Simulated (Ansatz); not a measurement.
# Calculations on TiSiH$_{5}$OF$_{3}$

## 1. Relaxation

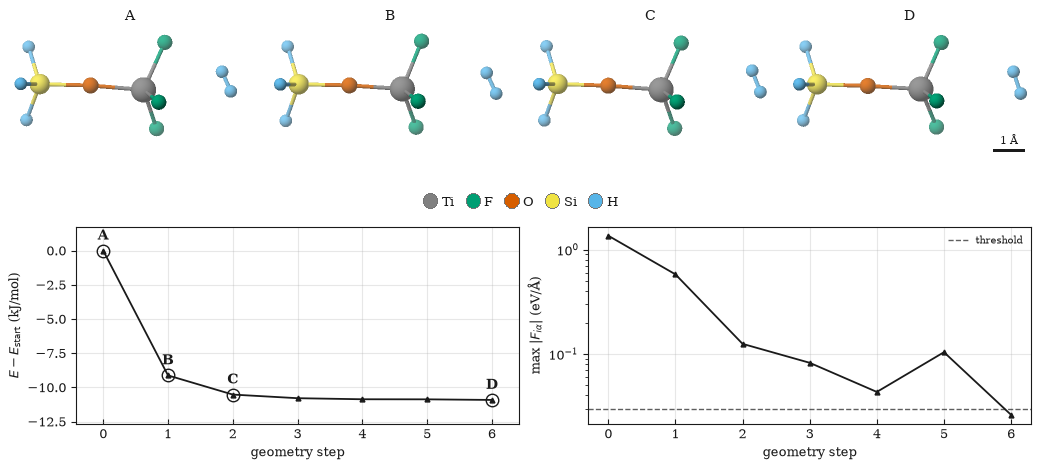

Frames of a relaxation of TiSiH5OF3, marked on the history of the run. A ball-and-stick model, seen at a tilt.

The run prepares an end point of a later path (reaction) calculation, from a guessed geometry.

Theory: RKS B3LYP-D4/def2-SVP in Ansatz 0.2.0. Settings: no spin polarisation; force threshold 0.03 eV/Å; at most 50 steps.

> What happens along the run?

The energy falls by 10.9 kJ/mol in 6 geometry steps. The largest force component goes from 1.4 to 0.026 eV/Å. The atom that moves furthest after the best rigid fit is an H atom (0.38 Å). By element the largest moves are H 0.38 Å, F 0.12 Å, O 0.10 Å, Ti 0.09 Å, Si 0.09 Å. Near-neighbour distances that change, for instance: H–Ti 2.698 → 3.140 Å, H–Ti 2.904 → 3.317 Å, F–Ti 1.795 → 1.748 Å, H–H 0.718 → 0.762 Å. Bond angles that change, for instance: Ti–O–Si 174.2° → 176.3°. From step 0 to 1: an H atom moves most (0.19 Å), energy −9.12 kJ/mol. From step 1 to 2: an H atom moves most (0.19 Å), energy −1.40 kJ/mol. From step 2 to 6: an F atom moves most (0.08 Å), energy −0.39 kJ/mol.

```
step  E − E(0), kJ/mol  largest force component, eV/Å
   0              0.00                         1.3619
   1             -9.12                         0.5801
   2            -10.52                         0.1251
   3            -10.79                         0.0823
   4            -10.87                         0.0433
   5            -10.87                         0.1040
   6            -10.91                         0.0261
```

## 2. Relaxation

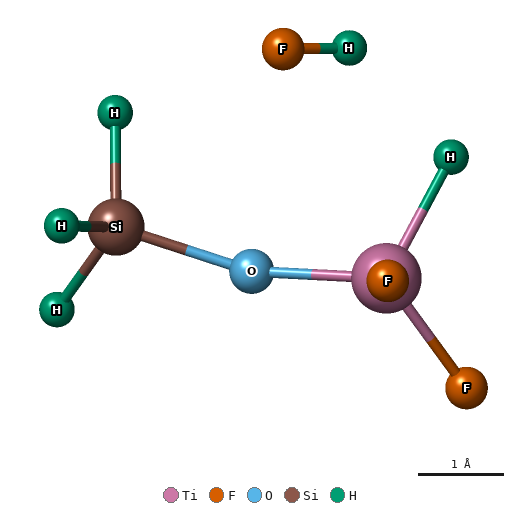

TiSiH₅OF₃, before the relaxation. The picture is a ball-and-stick view, seen at a tilt.

The run prepares an end point of a later path (reaction) calculation, from a guessed geometry.

Computed with Ansatz, RKS B3LYP-D4/def2-SVP.

Input file:
```yaml
crystal:
  periodic: [false, false, false]
  atoms:
    - { symbol: Ti, position_ang: [-0.707973, -0.183711, -0.721254] }
    - { symbol: F, position_ang: [0.947321, 0.371992, 1.750476] }
    - { symbol: O, position_ang: [0.786306, -1.09043, -0.816956] }
    - { symbol: Si, position_ang: [2.419372, -1.416695, -0.512559] }
    - { symbol: H, position_ang: [2.865554, -2.420798, -1.519399] }
    - { symbol: H, position_ang: [3.201799, -0.159051, -0.666948] }
    - { symbol: H, position_ang: [2.554834, -1.976309, 0.85761] }
    - { symbol: F, position_ang: [-0.53443, 1.542322, -0.852515] }
    - { symbol: F, position_ang: [-1.90137, -0.79563, -1.830598] }
    - { symbol: H, position_ang: [-1.309329, -0.539217, 0.830165] }
    - { symbol: H, position_ang: [0.123816, -0.034774, 1.901478] }
basis:
  gaussian: { orbitals: def2-SVP }
hamiltonian:
  xc: b3lyp
  dispersion: d4
relax:
  f_tol: 0.03
  max_steps: 50
```

Run as
```bash
ansatz run input.yaml --threads 4 --pin off --max-ram 5120MiB --backend cpu --events-out ev --progress --plain --runs-dir out
```

### What does the optimiser find from here?

After 9 accepted moves (10 points after the start) the energy has fallen by 6.27 kJ/mol. The largest force component goes from 0.24 to 0.0063 eV/Å. The line search rejected the trial step at point 2 of the run. The atom that moves furthest after the best rigid fit is F2 (0.42 Å). Largest moves by element: F 0.42 Å, H 0.26 Å, Ti 0.20 Å, Si 0.07 Å, O 0.07 Å. Some distances before and after: Ti1–F2 3.026 → 2.464 Å, Ti1–H11 2.755 → 2.386 Å, Ti1–H10 1.701 → 1.730 Å, F2–H11 0.931 → 0.951 Å. Among the angles between lasting bonds that change: F9–Ti1–H10 105.4° → 98.9°, F8–Ti1–H10 108.1° → 114.5°, O3–Ti1–H10 104.1° → 109.8°.

The structure at the end:

```xyz
11

Ti   -0.6043   -0.1603   -0.5522
F     0.6968    0.4888    1.4369
O     0.8315   -1.1450   -0.8052
Si    2.4652   -1.4681   -0.5369
H     2.9555   -2.3227   -1.6506
H     3.2223   -0.1886   -0.5011
H     2.6009   -2.1895    0.7564
F    -0.4703    1.5458   -0.8803
F    -1.8544   -0.7705   -1.5910
H    -1.3167   -0.5427    0.9775
H    -0.0807    0.0506    1.7660
```

After the run, drawn alike:

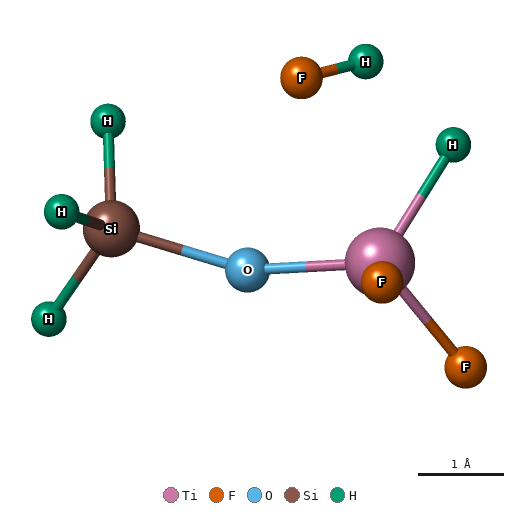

## 3. Path

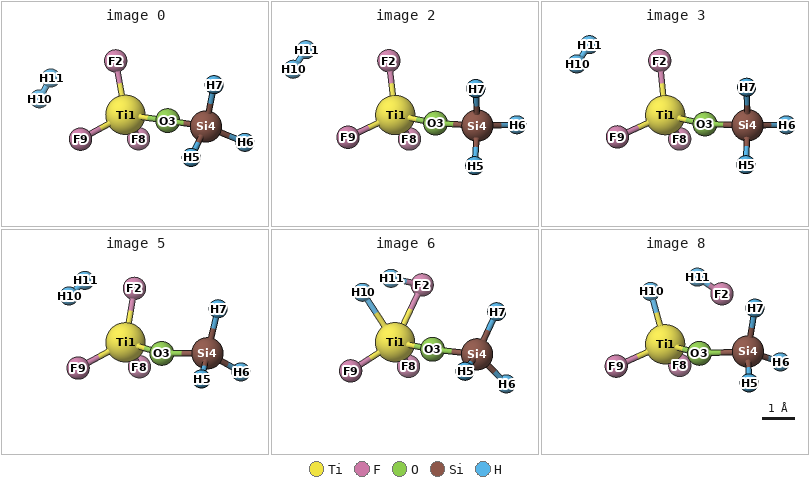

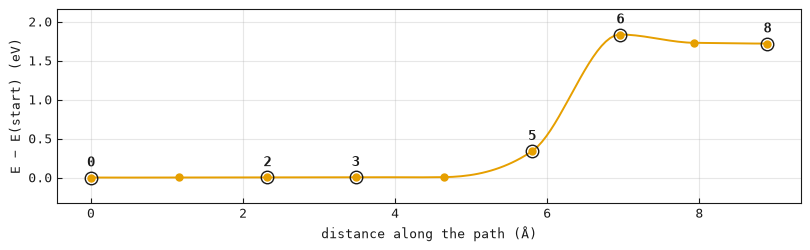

NEB run on TiSiH5OF3, made up at the start of TiSiH$_{3}$OF$_{3}$ and H$_{2}$. Images are numbered from 0 (start) to 8 (end). The picture is a ball-and-stick view, seen from a free direction.

Level of theory: RKS B3LYP-D4/def2-SVP in Ansatz. Run with 7 movable images; climbing image; force threshold 0.05 eV/Å; iteration limit 60; starting path through a guess of the saddle point.

**Read off the barrier and say what moves.**

Breaking: H10–H11 (0.76 → 1.11 at the top → 1.58 Å), Ti1–F2 (1.75 → 2.13 at the top → 2.46 Å). Forming: F2–H11 (2.58 → 1.09 at the top → 0.95 Å), Ti1–H10 (3.32 → 1.89 at the top → 1.73 Å). Forward barrier 1.84 eV, backward barrier 0.12 eV, with image 6 at the top; the reaction energy is +1.72 eV. The band converged in 24 iterations, with a climbing image at the top. At the top, the vibrational analysis gives one imaginary mode (641i cm⁻¹), as a transition state must have.

Limits of the set-up: the start holds two separate molecules, 2.6 Å apart at their closest, whose relative position is a soft coordinate.
